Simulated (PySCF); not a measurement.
C₆H₁₄ (SMILES CC(C)C(C)C)

```xyz
20

C    -1.0227    1.2998   -0.9854
C    -0.8764    0.2610    0.1231
C    -1.8859   -0.8678   -0.0611
C     0.5641   -0.2698    0.2884
C     1.1173   -0.9424   -0.9647
C     1.5189    0.8110    0.7852
H    -2.0421    1.7158   -0.9956
H    -0.8426    0.8581   -1.9786
H    -0.3255    2.1420   -0.8613
H    -1.1211    0.7628    1.0778
H    -2.9172   -0.4827   -0.0366
H    -1.7536   -1.3776   -1.0290
H    -1.7923   -1.6268    0.7317
H     0.5100   -1.0418    1.0784
H     1.2543   -0.2191   -1.7845
H     2.1016   -1.3920   -0.7615
H     0.4591   -1.7444   -1.3311
H     1.6793    1.5931    0.0259
H     1.1349    1.3008    1.6941
H     2.5057    0.3856    1.0253
```

Geometry: PBE0-D3(BJ)/def2-SVP.

All numbers below come from PySCF 2.14.0, CAM-B3LYP/def2-SVPD, SCF density, gas phase.

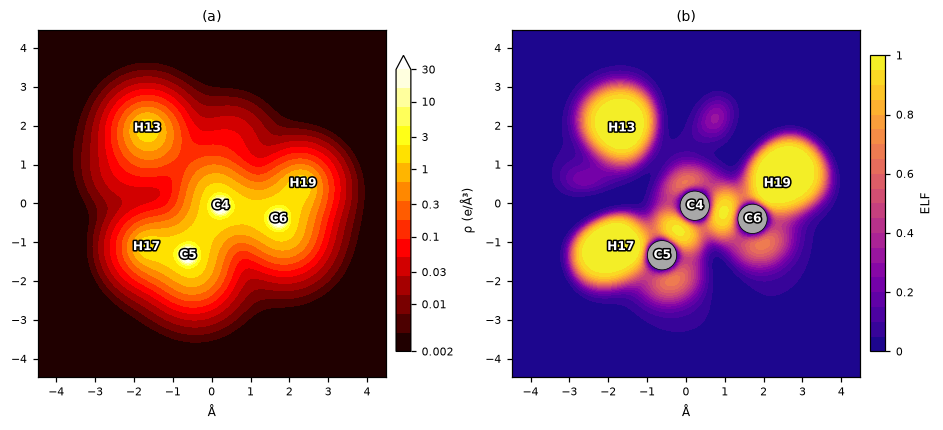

Figure 1. (a) total electron density; (b) electron localisation function on the plane of atoms C5, C4 and C6. Grey discs cover the atomic cores in the ELF map.

Interpret the plot.

Answer.
- The plane passes through C and H nuclei.
- C–C (1.53 Å): ρ is about 1.7 e/Å³ halfway; the ELF peaks at about 0.95 between the atoms; localised, covalent bonding.
- C–H (1.10 Å): the density is about 1.9 e/Å³ at the midpoint; the ELF climbs to about 1 towards the hydrogen, as it does in any bond to H (a covalent bond by its length).

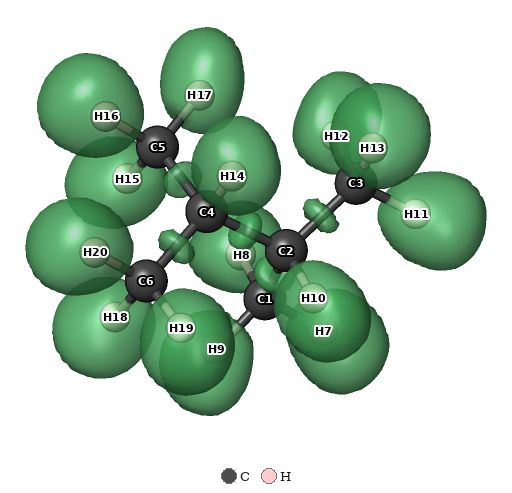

Figure 2. Isosurface of the electron localisation function at 0.9 (green), seen at a tilt. Core shells and regions of very low density are left out.

Describe the localisation domains.

Answer. The ELF exceeds this value in five regions between bonded C–C atoms (shared pairs) and 14 regions around hydrogen nuclei.

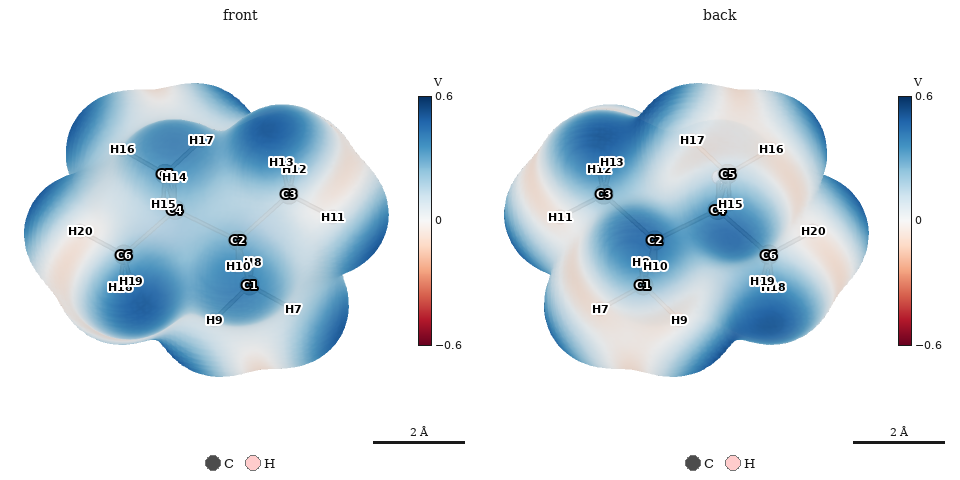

Figure 3. The molecular electrostatic potential painted on the density surface at 0.002 e/bohr³, seen from the front and from behind; red is negative and blue positive.

Where is the surface potential most negative and most positive?

Answer. The most negative region (about −0.1 V) lies over C1, C3, C5 and C6, the most positive (about +0.5 V) over the H atoms.

How polar is the molecule by this calculation?

Answer. Its dipole moment is 0.14 D.
